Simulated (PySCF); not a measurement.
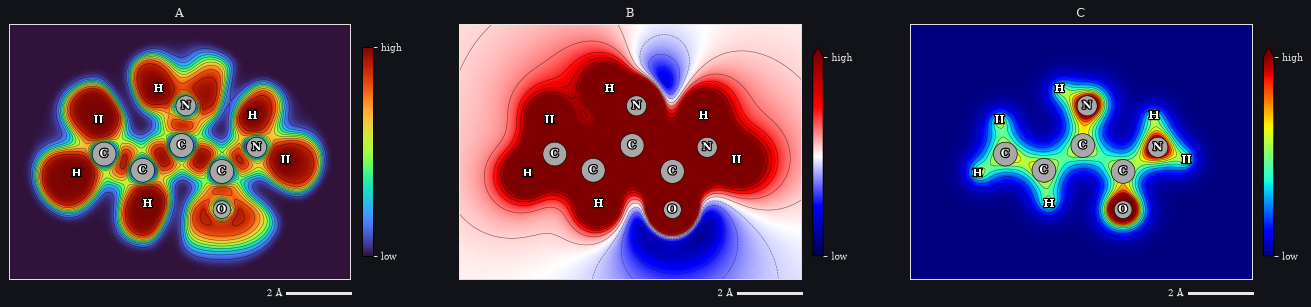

C4H6N2O (SMILES [H]/N=C(\C=C)C(N)=O): 3 fields on the molecular plane, with unlabelled colour scales. Grey discs cover the atomic cores.

Geometry: GFN2-xTB.

Level of theory: PBE0/pcSseg-1, SCF density, gas phase, non-relativistic (PySCF).

Input

```
{"job": {"kind": "nmr", "xc": "PBE0", "basis": "pcSseg-1"}, "charge": 0, "multiplicity": 1}
C      2.378917    -0.242177    -0.300751
C      1.120545    -0.588248    -0.545407
C     -0.051585     0.149439    -0.073527
N     -0.096097     1.189978     0.649882
C     -1.386211    -0.422143    -0.521211
N     -2.427827     0.295497    -0.072144
O     -1.477069    -1.417176    -1.209184
H      3.207188    -0.819014    -0.674004
H      2.636670     0.630842     0.280418
H      0.881540    -1.464079    -1.132680
H      0.809724     1.554629     0.938156
H     -2.229436     1.104743     0.493861
H     -3.370748     0.028196    -0.296128
```

Launched as:

```sh
OMP_NUM_THREADS=1 python probes_run.py task.json out
```

**Match the panels to the quantities (electron density, electron localisation function and electrostatic potential).**

Panel A: electron localisation function. Panel B: electrostatic potential (strongly positive close to the atoms, with negative regions outside electron-rich atoms). Panel C: electron density. From the grid: C–O (1.21 Å): the density is about 3.3 e/Å³ at the midpoint; the ELF peaks at about 0.85 between the atoms (a multiple bond). C–N (1.27 Å): the density is about 2.8 e/Å³ at the midpoint; the ELF peaks at about 0.90 between the atoms; a multiple bond.
